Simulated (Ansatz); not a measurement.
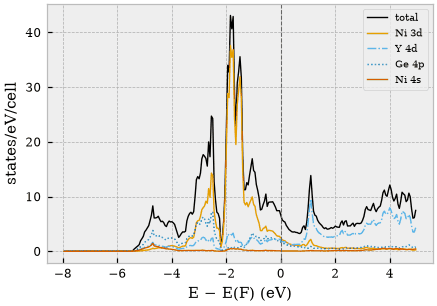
Figure: Total and projected density of states of YNiGe in space group Pnma (No. 62; Y on 4c, Ni on 4c, Ge on 4c), DFT-r²SCAN in the program Ansatz with PAW potentials

Q: Which orbitals carry the states next to the Fermi level?

A: Within 0.5 eV of the Fermi level: Ni 3d 38 %, Y 4d 28 %, Ge 4p 26 %. Projections are on Löwdin-orthogonalised atomic valence shells; empty p or d shells of many metals are not among them.

Q: Where is the tallest occupied peak in this window, and what makes it?

A: Near -1.8 eV, about 43 states/eV per cell; the largest projected share is Ni 3d.

The workflow started from a Materials Project entry (that database holds measured and hypothetical structures alike); the Crystallography Open Database copy checked does not list it. With Ni and Ge taken as one species the cell has the higher symmetry Imma, so it may be an ordered model of a mixed-site phase. Its standing as an ambient phase is unchecked. Symmetry was held in the r²SCAN relaxation; whether a distortion lowers the energy is not shown. The run is not spin-polarised. Spin–orbit coupling is left out wherever it is not named.

Potentials: the later of the program's two PAW sets.
